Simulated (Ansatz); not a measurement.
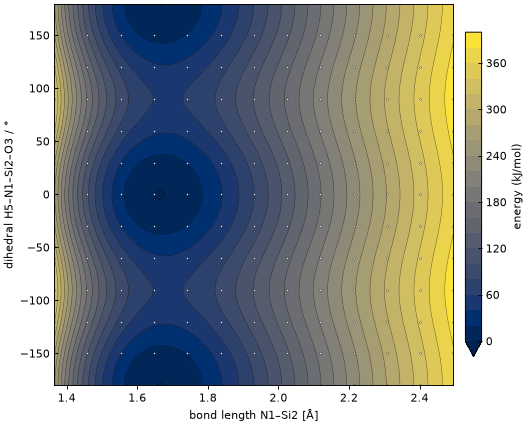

FH2NOSi, SMILES N[Si](=O)F. Coordinates scanned: (1) bond length N1–Si2; (2) dihedral H5–N1–Si2–O3. Nothing is relaxed (all other coordinates rigid). The grid has 13 × 12 points; 93 points were computed and 63 follow by symmetry. Points are written as (first, second). Energies: kJ/mol, counted from the lowest grid point. The reference is spin-restricted, which grows unreliable where a bond is stretched far. This map comes from RKS PBE0-D4/def2-TZVP (Ansatz 0.2.0).

The picture shows filled contours, dots at the grid points. Between grid points the surface is interpolated.

The lowest grid point is at (1.647 Å, 0°); the map holds 2 wells of about this depth. The highest grid point, (2.496 Å, −90°), lies 391 kJ/mol above the lowest. On the interpolated surface the easiest way out of the lowest well to a well of about the same depth near (1.647 Å, −180°) passes a barrier of about 58 kJ/mol. Round the minimum the two coordinates are nearly uncoupled.

The system is changed to ClH₂NOSi, SMILES N[Si](=O)Cl; the new grid has 15 × 15 points, laid about the new relaxed structure.

### What will the new map look like?

The minimum (interpolated where it lies between grid points) moves from about (1.664 Å, 0°) to about (1.667 Å, −180°). The easiest pass out of the lowest well goes from about 58 to about 56 kJ/mol on the interpolated surfaces. The curvature at the minimum changes by less than a tenth (about 35) eV/Å² along bond length N1–Si2 and by less than a tenth (about 1.1) eV/rad² along dihedral H5–N1–Si2–O3.

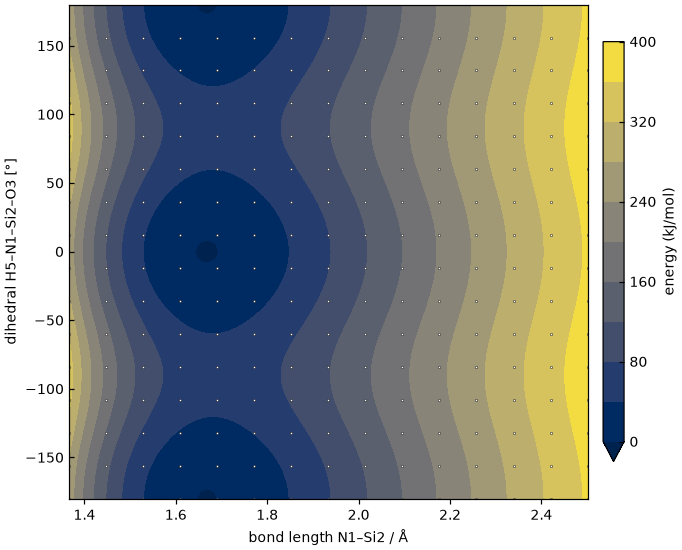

The map after the change, on a colour scale of its own. Drawn: filled contours, dots at the grid points. Between grid points the surface is interpolated.
